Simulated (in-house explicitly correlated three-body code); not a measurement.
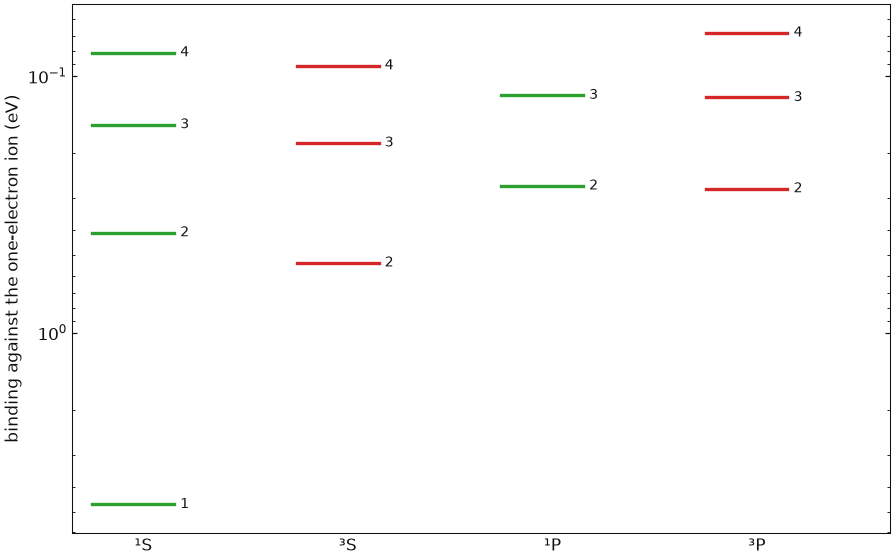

Two electrons around a point charge Z = 1.28. Computed variationally in 260 exponentially correlated functions with an in-house code, non-relativistic, converged to about 10⁻⁷ hartree. The plot shows the bound S and P states that converged, by term and principal number n, on a logarithmic scale of binding.

> How do singlets and triplets lie?

The ground state is bound by 4.67 eV. The n = 2 states drawn run, from the deepest, 2 ³S (0.534 eV), 2 ¹S (0.407 eV), 2 ³P (0.274 eV), 2 ¹P (0.268 eV). Exchange puts 2 ³S below 2 ¹S by 0.127 eV and 2 ³P below 2 ¹P by 0.00678 eV. Quantum defects n − (Z − 1)/√(2 E(binding)): 2 ³S 0.587, 2 ¹S 0.382, 2 ³P 0.029, 2 ¹P 0.004.
